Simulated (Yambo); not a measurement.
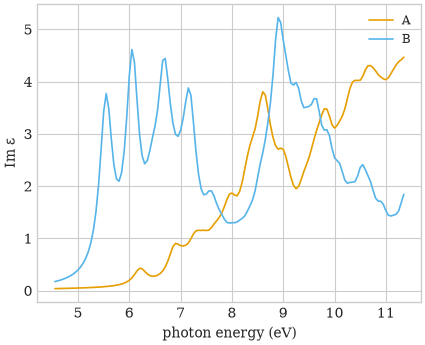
*Two computed absorption spectra of ZnCl₂ (space group P4_2/nmc, No. 137) (Yambo, PBEsol bands with the same scissor, field along x)*

Axes are Cartesian, with cell vectors (Å) (3.68, 0.00, 0.00), (0.00, 3.68, 0.00), (0.00, 0.00, 10.75).

### Question
Which curve includes the electron-hole attraction (BSE)?

### Answer
Curve B: the attraction moves weight to lower energy (centre of the plotted range 8.1 eV against 9.5 eV). Settings: 6×6×2 mesh, 17 valence and 6 conduction bands, static screening with 88 bands and a 3 Ry block, scissor 2.54 eV, Tamm-Dancoff. The scissor comes from a G0W0 run whose convergence isn't established. Broadening 0.15 eV. The band window holds all transitions up to 11.4 eV. On this mesh the peak heights and the fine structure are mesh artefacts; only the shift of weight is robust.

Geometry relaxed with PBE+D3(BJ); primitive cell a = 3.679 Å, b = 3.679 Å, c = 10.747 Å, α = 90.00°, β = 90.00°, γ = 90.00°.
